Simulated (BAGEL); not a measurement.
**GeH2F2 (difluorogermane) at RI-MP2/cc-pVDZ (density fitting with qzvpp-jkfit)**

Aim: the energy change on altering one bond length of GeH2F2 (difluorogermane) at RI-MP2/cc-pVDZ (density fitting with qzvpp-jkfit), from 2 runs. 

The calculation is run with BAGEL 1.2.2.

3 further runs of the same task are left out: 2 that didn't finish, 1 set aside as unsound or not needed. Runs told in other sessions of the task aren't counted.

### 1 The molecule

GeH2F2 has 5 atoms, charge 0, and is taken as a singlet. SMILES: `[F][GeH2][F]`. The shape is that of a PBE0-D4/def2-TZVP optimisation.

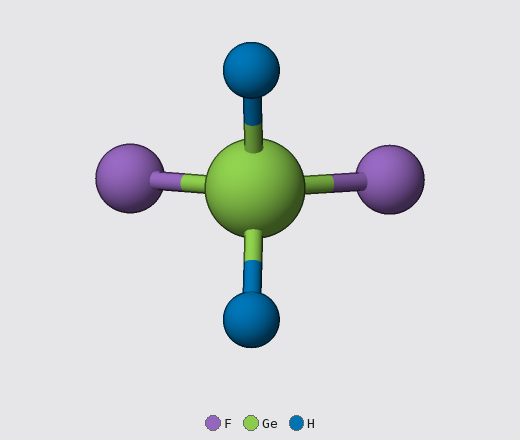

Viewed from a chosen angle; fluorine purple, germanium green, hydrogen blue.

### 2 The energy at RI-MP2/cc-pVDZ (density fitting with qzvpp-jkfit)

The input, input.json:

```json
{ "bagel": [

{
  "title": "molecule",
  "basis": "cc-pvdz.json",
  "df_basis": "qzvpp-jkfit",
  "angstrom": true,
  "geometry": [
    { "atom": "F", "xyz": [   -0.572600,    0.228500,    1.525800 ] },
    { "atom": "Ge", "xyz": [    0.103000,   -0.071300,   -0.032200 ] },
    { "atom": "F", "xyz": [   -0.974500,    0.694200,   -1.139700 ] },
    { "atom": "H", "xyz": [    0.047300,   -1.576200,   -0.286700 ] },
    { "atom": "H", "xyz": [    1.446600,    0.651000,   -0.108600 ] }
  ]
},
{ "title": "hf" },
{ "title": "mp2", "ncore": 11 }

]}
```

The basis set cc-pVDZ is read from a file made from the Basis Set Exchange's data (not shown).

On the command line:

```console
$ BAGEL_NUM_THREADS=1 BAGEL input.json > input.out
```

The program printed:

```text
* using 1 threads per process

  ===============================================================
  ===============================================================

  *** Geometry ***

  { "atom" : "F", "xyz" : [     -1.082057,      0.431802,      2.883344 ] },
  { "atom" : "Ge", "xyz" : [      0.194642,     -0.134737,     -0.060849 ] },
  { "atom" : "F", "xyz" : [     -1.841538,      1.311848,     -2.153721 ] },
  { "atom" : "H", "xyz" : [      0.089384,     -2.978586,     -0.541784 ] },
  { "atom" : "H", "xyz" : [      2.733678,      1.230212,     -0.205224 ] },

  Number of auxiliary basis functions:      456

  Since a DF basis is specified, we compute 2- and 3-index integrals:
    o Being stored without compression. Storage requirement is 0.015 GB

  Number of basis functions:       65
  Number of electrons      :       52

    * METHOD: MOLECULE                             0.15

  *** RHF ***

  === Nuclear Repulsion ===
   222.0412925925

      * DIIS with orbital gradients will be used.

  === RHF iteration (cc-pvdz.json) ===
      0      -2275.21167950          0.01989106           0.04
      1      -2275.34717353          0.01391060           0.04
      2      -2275.44682685          0.00089866           0.04
      3      -2275.44749751          0.00015766           0.04
      4      -2275.44751940          0.00004325           0.04
      5      -2275.44752189          0.00001038           0.04
      6      -2275.44752202          0.00000199           0.04
      7      -2275.44752202          0.00000030           0.04
      8      -2275.44752202          0.00000015           0.04
      9      -2275.44752202          0.00000002           0.04
     10      -2275.44752202          0.00000001           0.04
    * SCF iteration converged.

    * Permanent dipole moment:
           (   -0.995747,     0.605077,     0.255933) a.u.

    * METHOD: HF                                   0.55

  *** RHF ***

  === Nuclear Repulsion ===
   222.0412925925

      * DIIS with orbital gradients will be used.

  === RHF iteration (cc-pvdz.json) ===
      0      -2275.44752202          0.00000000           0.04
    * SCF iteration converged.

    * Permanent dipole moment:
           (   -0.995747,     0.605077,     0.255933) a.u.

  === DF-MP2 calculation ===

    * freezing 11 orbitals
    * 3-index integral transformation done
    * assembly done

      MP2 correlation energy:   -0.4918640283      0.02

      MP2 total energy:       -2275.9393860501

    * METHOD: MP2                                  0.10

  ===============================================================
```

It took 0.94 s on 1 thread of Arm Neoverse V2, shared host.

### 3 The distorted shape

The input, mp2.json:

```json
{ "bagel" : [

{
  "title" : "molecule",
  "basis" : "cc-pvdz.json",
  "df_basis" : "qzvpp-jkfit",
  "angstrom" : true,
  "geometry" : [
    { "atom" : "F", "xyz" : [      -0.564244,       0.454258,       1.563979 ] },
    { "atom" : "Ge", "xyz" : [       0.111356,       0.154458,       0.005979 ] },
    { "atom" : "F", "xyz" : [      -0.966144,       0.919958,      -1.101521 ] },
    { "atom" : "H", "xyz" : [       0.047300,      -1.576200,      -0.286700 ] },
    { "atom" : "H", "xyz" : [       1.454956,       0.876758,      -0.070421 ] }
  ]
},

{ "title" : "hf" },

{ "title" : "mp2", "ncore" : 11 }

]}
```

The basis set cc-pVDZ is read from a file made from the Basis Set Exchange's data (not shown).

On the command line:

```console
$ BAGEL_NUM_THREADS=1 BAGEL mp2.json > mp2.out
```

The program printed:

```text
* using 1 threads per process

  ===============================================================
  ===============================================================

  *** Geometry ***

  { "atom" : "F", "xyz" : [     -1.066267,      0.858423,      2.955492 ] },
  { "atom" : "Ge", "xyz" : [      0.210432,      0.291883,      0.011299 ] },
  { "atom" : "F", "xyz" : [     -1.825748,      1.738469,     -2.081573 ] },
  { "atom" : "H", "xyz" : [      0.089384,     -2.978586,     -0.541784 ] },
  { "atom" : "H", "xyz" : [      2.749468,      1.656832,     -0.133076 ] },

  Number of auxiliary basis functions:      456

  Since a DF basis is specified, we compute 2- and 3-index integrals:
    o Being stored without compression. Storage requirement is 0.015 GB

  Number of basis functions:       65
  Number of electrons      :       52

    * METHOD: MOLECULE                             0.15

  *** RHF ***

  === Nuclear Repulsion ===
   220.3458000653

      * DIIS with orbital gradients will be used.

  === RHF iteration (cc-pvdz.json) ===
      0      -2275.19511968          0.01991381           0.04
      1      -2275.32951184          0.01403900           0.04
      2      -2275.43137868          0.00090001           0.04
      3      -2275.43210456          0.00017050           0.04
      4      -2275.43213292          0.00004795           0.04
      5      -2275.43213606          0.00001121           0.04
      6      -2275.43213621          0.00000224           0.04
      7      -2275.43213622          0.00000032           0.04
      8      -2275.43213622          0.00000017           0.04
      9      -2275.43213622          0.00000003           0.04
     10      -2275.43213622          0.00000001           0.04
    * SCF iteration converged.

    * Permanent dipole moment:
           (   -1.000950,     0.478204,     0.234551) a.u.

    * METHOD: HF                                   0.53

  *** RHF ***

  === Nuclear Repulsion ===
   220.3458000653

      * DIIS with orbital gradients will be used.

  === RHF iteration (cc-pvdz.json) ===
      0      -2275.43213622          0.00000000           0.04
    * SCF iteration converged.

    * Permanent dipole moment:
           (   -1.000950,     0.478204,     0.234551) a.u.

  === DF-MP2 calculation ===

    * freezing 11 orbitals
    * 3-index integral transformation done
    * assembly done

      MP2 correlation energy:   -0.4931369919      0.02

      MP2 total energy:       -2275.9252732117

    * METHOD: MP2                                  0.10

  ===============================================================
```

It took 0.9 s on 1 thread of Arm Neoverse V2, shared host.

### 4 Summary of results

At RI-MP2/cc-pVDZ (density fitting with qzvpp-jkfit), 11 core orbitals frozen:

| quantity | value |
| --- | --- |
| first shape: total energy | -2275.93939 Eh |
| first shape: correlation energy (11 core orbitals frozen) | -491.9 mEh |
| distorted shape: total energy | -2275.92527 Eh |
| distorted shape: correlation energy (11 core orbitals frozen) | -493.1 mEh |
| energy change with the Ge2–H4 bond stretched from 1.527 to 1.756 Å | 0.384 eV |

With the Ge2–H4 bond stretched from 1.527 to 1.756 Å the energy rises by 0.38 eV (37.1 kJ/mol). The first shape isn't relaxed at this level, so the change isn't measured from a minimum.
